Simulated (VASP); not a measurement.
Band structure of Te (trig). Level of theory: r2SCAN+rVV10, VASP's PBE PAW potentials (set 64) (plane waves; VASP).

The path is coarsely sampled, so an indirect gap can come out somewhat too large. Unless said otherwise, spin-orbit coupling is left out, though it shifts the bands of the heavy elements here.

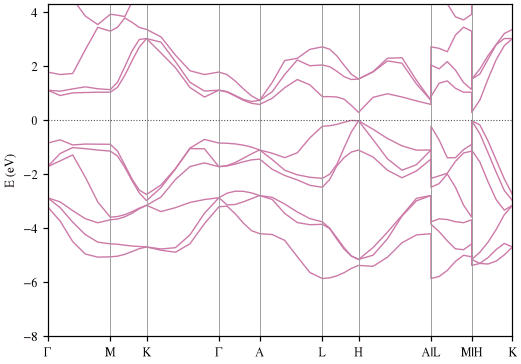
Figure. Bands along high-symmetry lines, zero at the valence-band maximum or, without a gap, the Fermi level

Read the plot: is there a gap, and where are the band edges?

The gap is indirect, 0.30 eV, from the valence maximum at L-H at 0.80 to the conduction minimum at H.

The compound is Te in the trig structure. It was relaxed first.
